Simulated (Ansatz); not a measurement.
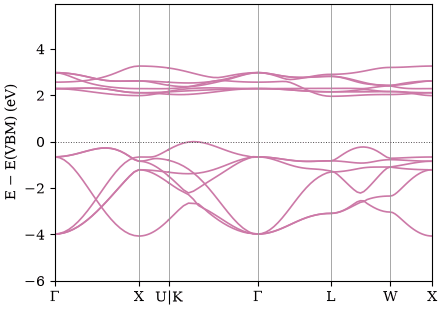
Figure. Band structure from PBEsol in the plane-wave PAW code Ansatz

Task: Read off the gap and where the band edges lie.

Result: About 2.0 eV (1.96 eV by a search for the band edges); maximum on the K–Γ line, 28 % of the way from K, minimum at L.

Task: Which of these materials gives this?
A. CaO, zinc blende
B. Zn2SnO4, spinel
C. CeO2, fluorite
D. HfO2, fluorite

Result: C, CeO2, fluorite

Space group Fm-3m (fluorite). The cell was relaxed with PBEsol under the symmetry of its start. No spin polarisation was allowed. The 4f shell is in the valence. No Hubbard U is applied. Spin–orbit coupling is left out wherever it is not named.

Potentials: the earlier of the program's two PAW sets. The files were generated under PBE; for other functionals the program regenerates the frozen cores, and for LDA and PBEsol the local potential too.
